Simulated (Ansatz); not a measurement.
# Fields on a plane of CsPbCl3 (cubic perovskite)

```
CELL_PARAMETERS angstrom
      5.73565     0.00000     0.00000
      0.00000     5.73565     0.00000
      0.00000     0.00000     5.73565
ATOMIC_POSITIONS crystal
  Cs 0.00000 0.00000 0.00000
  Pb 0.50000 0.50000 0.50000
  Cl 0.00000 0.50000 0.50000
  Cl 0.50000 0.50000 0.00000
  Cl 0.50000 0.00000 0.50000
```

The slice is a {210} plane (indices of the conventional cell) through the point (0.500, 0.000, 0.500) (fractional), spanned by u = [100] and v = [021] in vectors of this cell: u (5.74 Å) and v (12.83 Å, at 90° to u). It covers one period; positions are fractions (u, v).

Atoms on it: Cs at (0.50, 0.50); Cl at (0.00, 0.00).

These are PBE (plane waves to 420 eV, PAW, scalar-relativistic; Ansatz, a program for electronic structure) values and carry that method's errors. k mesh 6×6×6. Near the nuclei the fields are pseudised (PAW); where an atom keeps semicore shells as valence, they peak there. CsPbCl3 was relaxed with its symmetry unable to fall. Spin-orbit coupling is left out, though Pb is heavy. The PAW data are Ansatz's earlier set. This is a high-temperature form of CsPbCl3.

```
|xxx@@@@@@@@xx|
|x:#@@@@@@@@#:|
|*#%@@@@@@@@%#|
|=+*%@@@@@@%*+|
| :+#@@%%@@#+:|
| :+#@@%%@@#+:|
|-=*%@@@@@@%*=|
|+*%@@@@@@@@%*|
|#%@@@@@@@@@@%|
|@@@@%####%@@@|
|@@@%*=..=*%@@|
|@@%*: xx :*%@|
|@@#+ xxxx +#@|
|@%#= xxxx =#%|
|@@#+ xxxx +#@|
|@@%*: xx :*%@|
|@@@%*=..=*%@@|
|@@@@%####%@@@|
|#%@@@@@@@@@@%|
|+*%@@@@@@@@%*|
|-=*%@@@@@@%*=|
| :+#@@%%@@#+:|
| :+#@@%%@@#+:|
|=+*%@@@@@@%*+|
|*#%@@@@@@@@%#|
|x:#@@@@@@@@#:|
|xxx@@@@@@@@xx|
|xxx@@@@@@@@xx|
```
Scale: ten equal steps from -3.00 (start of ' ') to 5.34 (end of '@'), in the order ' .:-=+*#%@'. Values: electrostatic potential energy of an electron, from the cell's mean, in eV. The map has 13 points along u (one character each, u = 0 at the left) and 28 along v (v = 0 in the bottom row). Points within 1 Å of a nucleus are blanked (x), as the pseudised field means little there. Values under -3 eV are set to -3. The zero, the cell's mean, hangs on the PAW cores.

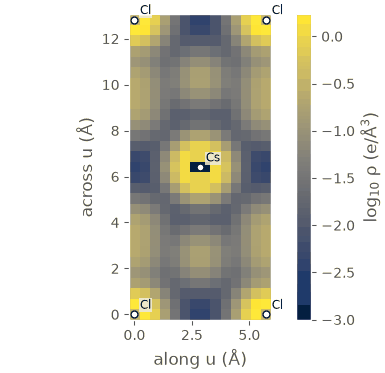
Figure: Log₁₀ of the valence density in e/Å³, one period of the plane, atoms marked. The scale is logarithmic, as a density can span decades between atoms and voids; values under 0.001 e/Å³ are set to 0.001.

Element round which the density of the highest valence band (whole band, smooth part) is largest on this plane: Cl. Element round which the density of the lowest conduction band (whole band as if filled, smooth part) is largest on this plane: Cl.
